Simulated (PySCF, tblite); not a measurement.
# C6H7NOS: a rotation path, then NMR shifts on frames, part 1 of 2

How do NMR shifts of C6H7NOS (`C[S@@](=O)c1ccncc1`) change as the atoms move?

Computed with tblite 0.8.0 and PySCF 2.14.0, with density-fitted response routines of our own, on a single molecule in the gas phase. Atoms are numbered from 0 throughout.

## (1) Starting geometry

16 atoms, charge 0, multiplicity 1; geometry from: GFN2-xTB.

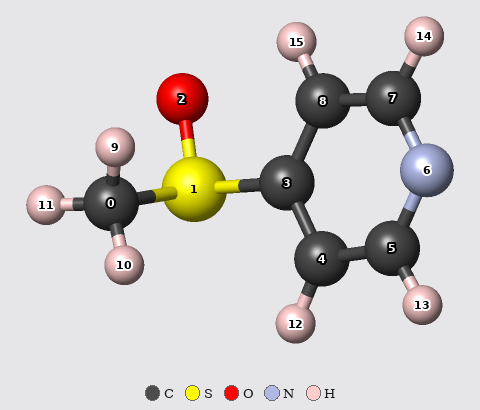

The starting geometry (carbon dark grey, sulfur yellow, oxygen red, nitrogen light blue, hydrogen pink), atoms numbered.

## (2) A band between two rotamers with GFN2-xTB

Job settings and geometry (Å):

```
{"job": {"kind": "neb", "xc": "GFN2-xTB", "basis": "xTB", "atoms": [8, 3, 1, 0], "turn": 120}, "charge": 0, "multiplicity": 1}
C      2.447079     0.225387     0.246292
S      1.530164    -0.117181    -1.327991
O      1.732224    -1.536194    -1.609545
C     -0.103207    -0.006899    -0.504580
C     -0.672985     1.220933    -0.214194
C     -1.915726     1.220345     0.404179
N     -2.570309     0.116027     0.716659
C     -2.020567    -1.048748     0.422852
C     -0.784120    -1.169191    -0.195750
H      2.174197    -0.517779     0.987476
H      2.197133     1.223864     0.584801
H      3.507106     0.155927     0.024721
H     -0.169980     2.143145    -0.460506
H     -2.412727     2.146640     0.660105
H     -2.598523    -1.921854     0.694759
H     -0.347358    -2.125478    -0.440689
```

Level: GFN2-xTB climbing-image nudged elastic band, gas phase.

Command:

```
$ OMP_NUM_THREADS=1 python probes_run.py task.json out
```

This one command runs all jobs of the session in turn.

What it wrote:

```text
image   E - E0 / eV
  0      -0.0000
  1       0.0270
  2       0.0955
  3       0.1613
  4       0.1804
  5       0.1591
  6       0.1024
  7       0.0318
  8       0.0000
```

It took 14 s on 1 thread, shared host.

The final band, with the dihedral C8–C3–S1–C0:

```
image  dihedral (°)  energy (eV)  energy (kcal/mol)
    0          -102        0.000                0.0
    1           -79        0.027                0.6
    2           -57        0.096                2.2
    3           -35        0.161                3.7
    4           -11        0.180                4.2
    5            14        0.159                3.7
    6            38        0.102                2.4
    7            59        0.032                0.7
    8            80        0.000                0.0
```

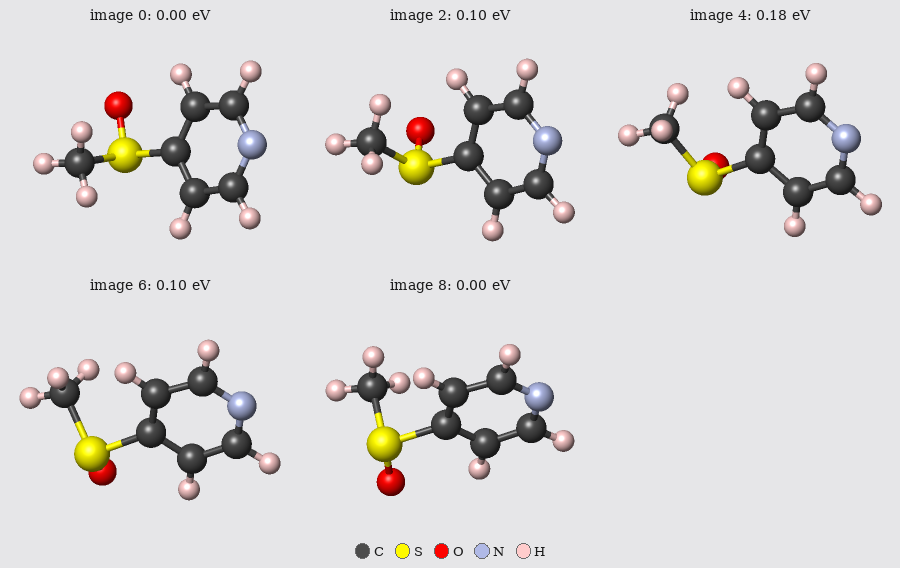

Images along the band.

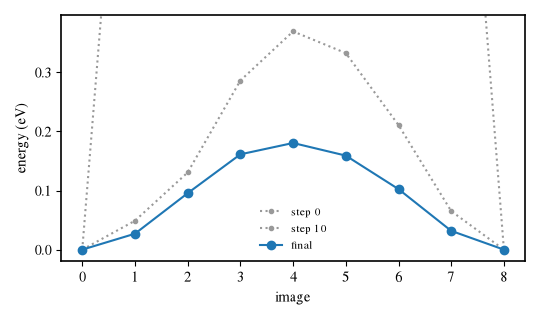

Energy along the band, early and final.

## (3) Nuclear shieldings: image 0, PBE0/pcSseg-1

Job settings and geometry (Å):

```
{"job": {"kind": "nmr", "xc": "PBE0", "basis": "pcSseg-1", "pop": false}, "charge": 0, "multiplicity": 1}
C      2.447100     0.225400     0.246300
S      1.530200    -0.117200    -1.328000
O      1.732200    -1.536200    -1.609500
C     -0.103200    -0.006900    -0.504600
C     -0.673000     1.220900    -0.214200
C     -1.915700     1.220300     0.404200
N     -2.570300     0.116000     0.716700
C     -2.020600    -1.048700     0.422900
C     -0.784100    -1.169200    -0.195800
H      2.174200    -0.517800     0.987500
H      2.197100     1.223900     0.584800
H      3.507100     0.155900     0.024700
H     -0.170000     2.143100    -0.460500
H     -2.412700     2.146600     0.660100
H     -2.598500    -1.921900     0.694800
H     -0.347400    -2.125500    -0.440700
```

Level: GIAO PBE0/pcSseg-1 NMR shielding, non-relativistic, gas phase.

What it wrote:

```text
coarse grid: 14632 points
cycle   1  E = -760.1105654403  dE =  1.847e+00  |g| = 9.057e-01  |ddm| = 4.083e+00
cycle   2  E = -759.3279131771  dE =  7.827e-01  |g| = 2.141e+00  |ddm| = 4.640e+00
cycle   3  E = -760.2605390619  dE = -9.326e-01  |g| = 2.318e-01  |ddm| = 3.915e+00
cycle   4  E = -760.2706608448  dE = -1.012e-02  |g| = 1.234e-01  |ddm| = 4.091e-01
cycle   5  E = -760.2742474619  dE = -3.587e-03  |g| = 2.693e-02  |ddm| = 1.434e-01
cycle   6  E = -760.2744018854  dE = -1.544e-04  |g| = 1.163e-02  |ddm| = 3.520e-02
cycle   7  E = -760.2744358011  dE = -3.392e-05  |g| = 2.935e-03  |ddm| = 1.376e-02
cycle   8  E = -760.2744376590  dE = -1.858e-06  |g| = 1.006e-03  |ddm| = 3.733e-03
final grid: 138800 points
cycle   9  E = -760.3391637026  dE = -2.562e-05  |g| = 1.111e-02  |ddm| = 3.866e-02
cycle  10  E = -760.3391215053  dE =  4.220e-05  |g| = 1.786e-02  |ddm| = 3.443e-02
cycle  11  E = -760.3391903579  dE = -6.885e-05  |g| = 3.367e-03  |ddm| = 2.490e-02
cycle  12  E = -760.3391926326  dE = -2.275e-06  |g| = 3.178e-04  |ddm| = 3.861e-03
cycle  13  E = -760.3391926495  dE = -1.693e-08  |g| = 2.138e-04  |ddm| = 5.889e-04
cycle  14  E = -760.3391926606  dE = -1.112e-08  |g| = 5.152e-05  |ddm| = 2.489e-04
cycle  15  E = -760.3391926612  dE = -5.971e-10  |g| = 1.562e-05  |ddm| = 7.127e-05
converged SCF energy = -760.3391926612

GIAO shielding tensors (ppm)
atom      isotropic    diamagn.    paramagn.     s11        s22        s33       span
  0 C      134.194     254.133    -119.939     98.644    123.778    180.160     81.516
  1 S      195.742    1053.025    -857.283     43.459     95.271    448.496    405.038
  2 O      295.941     397.094    -101.153     91.555    315.533    480.736    389.181
  3 C       15.424     267.720    -252.296    -61.285    -29.106    136.662    197.947
  4 C       64.306     256.035    -191.729    -40.266     56.857    176.328    216.593
  5 C       32.482     250.828    -218.346    -73.373     24.581    146.239    219.612
  6 N      -97.769     331.271    -429.039   -426.723   -174.090    307.507    734.230
  7 C       29.422     251.292    -221.870    -79.157     21.835    145.589    224.746
  8 C       65.694     253.770    -188.076    -47.333     45.398    199.017    246.350
  9 H       29.318      31.933      -2.615     26.298     28.894     32.762      6.464
 10 H       29.905      31.755      -1.850     25.694     29.144     34.878      9.184
 11 H       28.947      28.771       0.176     25.802     26.375     34.664      8.863
 12 H       24.651      33.089      -8.438     21.596     22.826     29.532      7.936
 13 H       22.748      29.033      -6.285     18.589     22.577     27.077      8.488
 14 H       22.407      29.192      -6.785     18.143     22.187     26.892      8.748
 15 H       23.548      33.478      -9.930     19.803     21.720     29.121      9.318
```

Run time: 2 min. Hardware: 1 thread, shared host.

Shifts follow as δ = σ(reference) − σ, with reference shieldings (ppm) from runs at the same level and on the same kind of geometry: 1H TMS 31.72, 13C TMS 186.9, 15N NH3 267.7, 17O H2O 336.1, 33S CS2 504. The references are single molecules in the gas phase, so shifts against H2O, NH3, PH3, H3PO4 or CFCl3 are not on the usual liquid scales and can be off by tens of ppm. Each atom is listed at this fixed geometry, with no averaging over motion; a spectrum would average atoms that exchange fast.

```
atoms                                         environment  σ (ppm)  δ (ppm)
   C3                      aromatic carbon bearing sulfur     15.4    171.5
   C7                 aromatic CH next to a ring nitrogen     29.4    157.5
   C5                 aromatic CH next to a ring nitrogen     32.5    154.4
   C4                                         aromatic CH     64.3    122.6
   C8                                         aromatic CH     65.7    121.2
   C0                           methyl carbon bonded to S    134.2     52.7
  H14  hydrogen on an aromatic CH next to a ring nitrogen    22.41     9.31
  H13  hydrogen on an aromatic CH next to a ring nitrogen    22.75     8.97
  H15                          hydrogen on an aromatic CH    23.55     8.17
  H12                          hydrogen on an aromatic CH    24.65     7.07
  H11             hydrogen on a methyl carbon bonded to S    28.95     2.77
   H9             hydrogen on a methyl carbon bonded to S    29.32     2.40
  H10             hydrogen on a methyl carbon bonded to S    29.91     1.81
   S1                                    sulfoxide sulfur      196      308
   O2                                          S=O oxygen    295.9     40.1
   N6                         pyridine-type ring nitrogen    -97.8    365.5
```

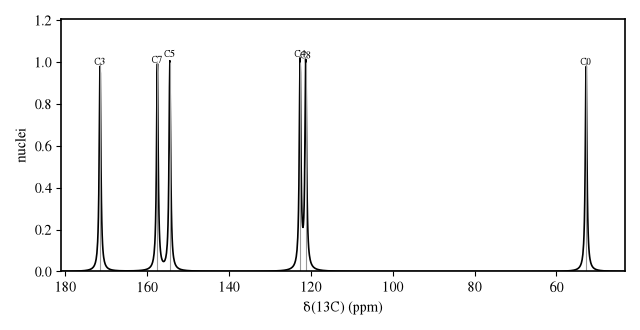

13C lines at the computed shifts, without couplings. Lines are broadened to a width of 0.48 ppm (Lorentzian).

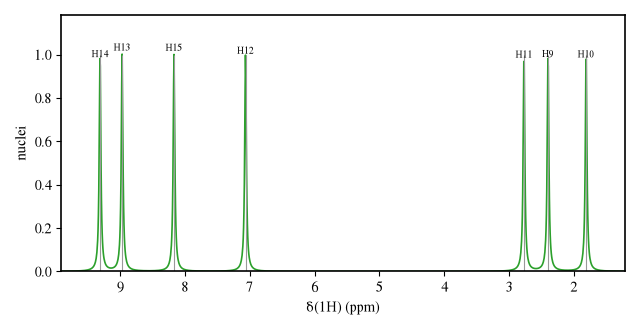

1H lines at the computed shifts, without couplings. Lines are broadened to a width of 0.03 ppm (Lorentzian).

Ring of atoms C3, C4, C5, N6, C7, C8: NICS(0) -7.7, NICS(1) -11.4, NICS(1)zz -28.6 ppm (means of both faces).

## (4) NMR shieldings: image 2, PBE0/pcSseg-1

Job settings and geometry (Å):

```
{"job": {"kind": "nmr", "xc": "PBE0", "basis": "pcSseg-1", "pop": false}, "charge": 0, "multiplicity": 1}
C      2.474300    -0.226000     0.319600
S      1.592700     0.336900    -1.207800
O      1.667900    -0.785600    -2.140000
C     -0.078300     0.235700    -0.437900
C     -0.902800     1.348100    -0.440400
C     -2.163700     1.225500     0.130900
N     -2.598500     0.112200     0.691700
C     -1.809900    -0.946500     0.677000
C     -0.545500    -0.947800     0.105600
H      2.125000    -1.214900     0.594400
H      2.287600     0.486200     1.114600
H      3.533400    -0.268500     0.087400
H     -0.578400     2.278000    -0.878900
H     -2.855900     2.056400     0.143000
H     -2.206300    -1.834700     1.150300
H      0.050700    -1.845900     0.079000
```

Method: GIAO PBE0/pcSseg-1 NMR shielding, non-relativistic, gas phase.

What it wrote:

```text
coarse grid: 14632 points
cycle   1  E = -760.1031388106  dE =  1.845e+00  |g| = 9.119e-01  |ddm| = 4.099e+00
cycle   2  E = -759.2551381849  dE =  8.480e-01  |g| = 2.201e+00  |ddm| = 4.591e+00
cycle   3  E = -760.2548883935  dE = -9.998e-01  |g| = 2.379e-01  |ddm| = 3.921e+00
cycle   4  E = -760.2657539666  dE = -1.087e-02  |g| = 1.251e-01  |ddm| = 4.175e-01
cycle   5  E = -760.2693951095  dE = -3.641e-03  |g| = 2.296e-02  |ddm| = 1.508e-01
cycle   6  E = -760.2694976622  dE = -1.026e-04  |g| = 1.089e-02  |ddm| = 3.339e-02
cycle   7  E = -760.2695263321  dE = -2.867e-05  |g| = 3.262e-03  |ddm| = 1.310e-02
cycle   8  E = -760.2695287883  dE = -2.456e-06  |g| = 1.091e-03  |ddm| = 4.309e-03
final grid: 138800 points
cycle   9  E = -760.3336761645  dE = -2.844e-05  |g| = 1.152e-02  |ddm| = 4.414e-02
cycle  10  E = -760.3336273593  dE =  4.881e-05  |g| = 1.898e-02  |ddm| = 3.592e-02
cycle  11  E = -760.3337047344  dE = -7.738e-05  |g| = 3.465e-03  |ddm| = 2.570e-02
cycle  12  E = -760.3337071308  dE = -2.396e-06  |g| = 3.245e-04  |ddm| = 3.658e-03
cycle  13  E = -760.3337071478  dE = -1.708e-08  |g| = 2.243e-04  |ddm| = 6.285e-04
cycle  14  E = -760.3337071601  dE = -1.223e-08  |g| = 5.391e-05  |ddm| = 2.754e-04
cycle  15  E = -760.3337071607  dE = -6.626e-10  |g| = 1.644e-05  |ddm| = 7.475e-05
converged SCF energy = -760.3337071607

GIAO shielding tensors (ppm)
atom      isotropic    diamagn.    paramagn.     s11        s22        s33       span
  0 C      136.418     255.103    -118.685    107.777    122.053    179.424     71.647
  1 S      177.110    1052.462    -875.352      1.188     99.145    430.996    429.807
  2 O      262.441     395.789    -133.348     46.401    280.853    460.069    413.668
  3 C       18.092     268.115    -250.023    -61.581    -31.066    146.924    208.505
  4 C       61.500     254.153    -192.653    -41.379     55.440    170.440    211.818
  5 C       30.736     250.867    -220.131    -75.831     22.436    145.604    221.434
  6 N     -102.621     331.257    -433.878   -438.773   -177.500    308.411    747.184
  7 C       29.497     251.284    -221.787    -80.582     23.512    145.562    226.144
  8 C       63.167     256.132    -192.965    -44.394     46.538    187.358    231.752
  9 H       28.834      32.694      -3.860     25.017     29.658     31.827      6.810
 10 H       30.093      31.615      -1.522     26.620     28.385     35.274      8.654
 11 H       28.922      28.735       0.187     25.556     27.033     34.177      8.621
 12 H       24.247      32.480      -8.233     21.194     22.919     28.628      7.434
 13 H       22.652      28.604      -5.952     18.612     22.448     26.896      8.284
 14 H       22.419      29.570      -7.152     18.313     21.807     27.137      8.824
 15 H       23.590      33.888     -10.298     20.625     21.115     29.029      8.404
```

It took 1.9 min on 1 thread, shared host.

In short: δ C3 168.8, C7 157.4, C5 156.2, C4 125.4, H14 9.30, H13 9.06 ppm.

(Continued in part 2 of 2.)
